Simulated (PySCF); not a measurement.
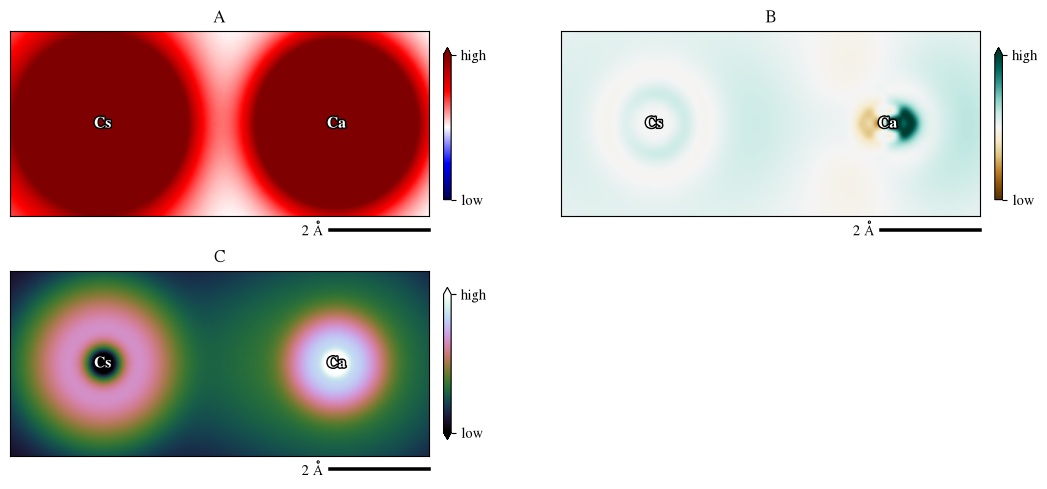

CsCa (doublet): 3 fields on a plane that holds the molecular axis, with unlabelled colour scales.

Core potentials replace the inner electrons of Cs.

All numbers below come from PBE0/def2-SVPD, non-relativistic Hamiltonian with scalar-relativistic core potentials where named, at a bond length of 4.718 Å (PySCF).

```xyz
2

Cs    0.0000    0.0000   -1.0907
Ca    0.0000    0.0000    3.6273
```

### Match the panels to the quantities (electron density, electrostatic potential and spin density).

Panel A: electrostatic potential (strongly positive close to the atoms and fading to about zero outside). Panel B: spin density (confined to the atoms that carry the unpaired spin). Panel C: electron density.
